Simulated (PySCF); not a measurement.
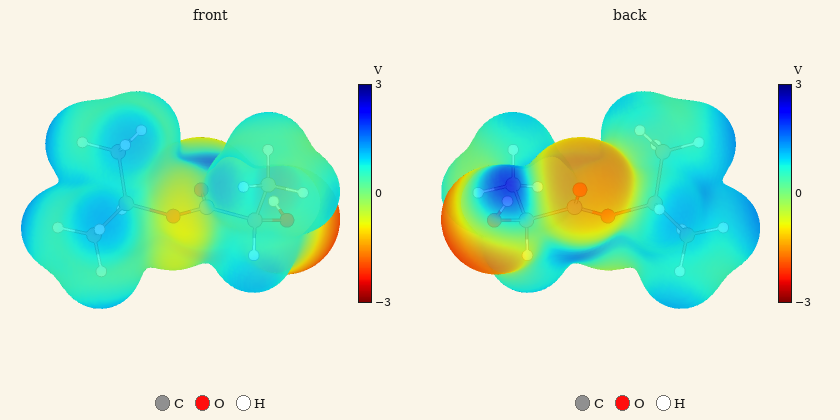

Figure 1: C6H12O3 (isopropyl lactate). The molecular electrostatic potential painted on the density surface at 0.004 e/bohr³, seen from the front and from behind; the colour scale runs from red (negative) to blue (positive).

Geometry: GFN2-xTB.

All numbers below come from PBE0/pcSseg-1, SCF density, gas phase, non-relativistic in PySCF 2.14.0.

```xyz
21

C    -2.7139   -0.4674   -0.0611
C    -1.5084    0.4531   -0.1704
C    -1.4515    1.4757    0.9590
O    -0.3384   -0.3893   -0.1180
C     0.7714    0.0604   -0.6744
O     0.8965    1.1141   -1.2503
C     1.9418   -0.8977   -0.4848
C     2.3629   -0.8466    0.9916
O     2.9875   -0.5335   -1.3413
H    -3.6284    0.1147   -0.1210
H    -2.6887   -0.9976    0.8871
H    -2.7044   -1.1960   -0.8671
H    -1.5034    0.9727   -1.1370
H    -1.3741    0.9676    1.9176
H    -0.5894    2.1264    0.8328
H    -2.3514    2.0839    0.9508
H     1.6271   -1.9159   -0.7423
H     2.6411    0.1694    1.2633
H     3.2222   -1.4944    1.1391
H     1.5432   -1.1783    1.6219
H     2.8493    0.3957   -1.5857
```

Question: Where is the surface potential most negative and most positive?

Answer: The most negative region (about −2.0 V) lies over O9, the most positive (about +1.9 V) over H21. O9 is the likeliest acceptor of a hydrogen bond.
